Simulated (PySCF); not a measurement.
SMILES CB(C)C(C)C (C₅H₁₃B) at its GFN2-xTB optimised geometry (Å):

```
19

B     -0.0792     0.7430     0.0000
C      1.4964     0.7430     0.0000
H      1.8834     0.2421    -0.8865
H      1.8836     0.1782     0.8474
H      1.9393     1.7354     0.0359
C     -0.8578     2.1142     0.0000
H     -1.9393     2.0191     0.0621
H     -0.6317     2.6682    -0.9112
H     -0.5309     2.7537     0.8191
C     -0.9003    -0.6226     0.0354
C     -1.4350    -0.8293     1.4648
C     -0.1266    -1.8711    -0.3966
H     -1.7788    -0.5394    -0.6169
H     -2.0463    -1.7287     1.5162
H     -0.6091    -0.9381     2.1649
H     -2.0397     0.0176     1.7793
H      0.2345    -1.7645    -1.4171
H     -0.7635    -2.7537    -0.3519
H      0.7286    -2.0385     0.2540
```

Calculation: PBE0/def2-SVP (PySCF 2.14.0). Cells within 0.4 Å of a nucleus heavier than hydrogen are left out (blank, or x).

Map of the electron localisation function on the plane z = 0.0 Å:

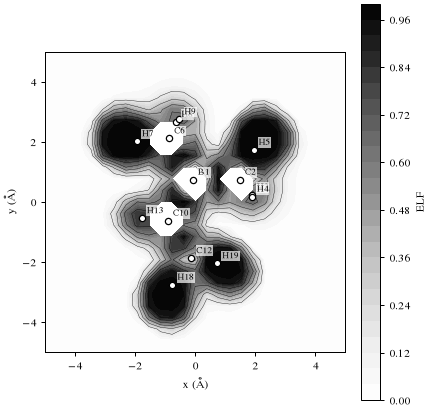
Fig. 1. Electron localisation function on the plane z = 0.0 Å.
